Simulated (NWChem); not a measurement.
# KF (SMILES [F][K]): B3LYP/6-311+G(d,p)

What is the electronic atomisation energy of KF at B3LYP/6-311+G**? 

The calculation is run with NWChem 7.3.0.

## 1. The system as given

KF: 2 atoms, total charge 0, spin state singlet. SMILES: `[F][K]`. Geometry: relaxed at PBE0-D4/def2-TZVP.

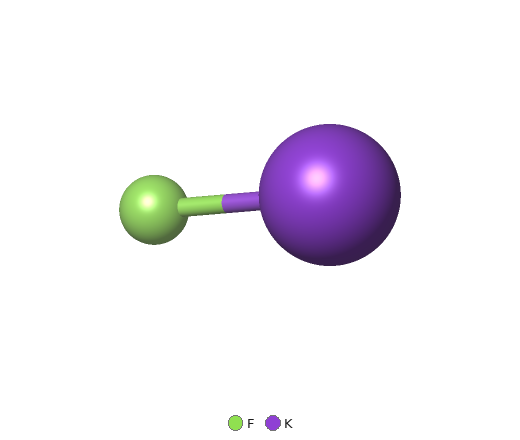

Viewed from a chosen angle; fluorine green, potassium purple.

## 2. A single-point energy at B3LYP/6-311+G(d,p)

File fk.nw:

```
start fk
memory 2200 mb
geometry noautosym nocenter noautoz
  F     0.946100   -0.362400    0.470400
  K    -0.916600    0.302200   -0.466300
end
basis spherical bse
  * library 6-311+G**
end
dft
  xc b3lyp
  grid fine
  convergence energy 1e-08
  maxiter 100
  mulliken
  noprint "final vectors analysis"
end
task dft energy
```

On the command line:

```sh
$ nwchem fk.nw > fk.out
```

The log of the run:

```text
[...]
          Wavefunction type:  closed shell.
          No. of atoms     :     2
          No. of electrons :    28
[...]
          Charge           :     0
          Spin multiplicity:     1
[...]
          AO basis - number of functions:    65
[...]
              XC Information
              --------------
                         B3LYP Method XC Potential
                     Hartree-Fock (Exact) Exchange  0.200
                        Slater Exchange Functional  0.800 local
                    Becke 1988 Exchange Functional  0.720 non-local
              Lee-Yang-Parr Correlation Functional  0.810
                  VWN I RPA Correlation Functional  0.190 local
[...]
 d= 0,ls=0.0,diis     1   -699.7483692657 -7.41D+02  3.81D-02  2.09D+00     0.4
[...]
 d= 0,ls=0.0,diis     8   -699.8708341387  6.50D-09  2.48D-06  1.86D-07     2.4
         Total DFT energy =     -699.870834138730
      One electron energy =    -1048.897648126644
           Coulomb energy =      351.725945603452
    Exchange-Corr. energy =      -44.050142537466
 Nuclear repulsion energy =       41.351010921927
[...]
      Total Density - Mulliken Population Analysis
     ---------------------------------------------
    Atom       Charge   Shell Charges
 -----------   ------   -------------------------------------------------------
    1 F    9     9.81   1.08  0.92  1.18  1.07  2.30  0.91  1.93  0.00  0.42  0.00
    2 K   19    18.19   0.71  1.26  0.98  1.00  0.94  1.10  0.06 -0.02  0.30  5.54  1.28  3.03  1.80  0.08 -0.00  0.00  0.00  0.02  0.11
[...]
```

It took 2.9 s on 1 thread of Intel Xeon 6975P-C (Granite Rapids), shared host; peak memory 0.11 GiB.

## 3. The F atom at the same level

File f.nw:

```
start f
title "F"
memory 2200 mb
geometry noautosym nocenter noautoz
  F        0.000000       0.000000       0.000000
end
basis "ao basis" spherical bse
  * library 6-311+G**
end
dft
  xc b3lyp
  mult 2
  grid fine
  convergence energy 1e-08
  maxiter 100
  mulliken
  noprint "final vectors analysis"
end
task dft energy
```

Run the same way, it converges to -99.76058 Eh (log not shown).

## 4. The K atom

File sp.nw:

```
start sp
memory stack 880 mb heap 220 mb global 1100 mb
geometry units atomic noautosym nocenter noautoz
  K    0.00000000   0.00000000   0.00000000
end
basis spherical bse
  * library 6-311+G**
end
dft
  xc b3lyp
  mult 2
  grid fine
  convergence energy 1e-08
  iterations 100
  mulliken
  print low
end
task dft energy
```

Run the same way, it converges to -599.92620 Eh (log not shown).

## 5. Results

At B3LYP/6-311+G**:

| quantity | value |
| --- | --- |
| molecule: total energy | -699.87083 Eh |
| molecule: dipole moment | 8.65 D |
| F atom: total energy | -99.76058 Eh |
| F atom: ⟨S²⟩ | 0.751 |
| K atom: total energy | -599.92620 Eh |
| K atom: ⟨S²⟩ | 0.750 |
| electronic atomisation energy | 5.008 eV |

In words: Taking the molecule apart into free atoms costs 5.01 eV (483 kJ/mol), before zero-point energy and without spin-orbit coupling.
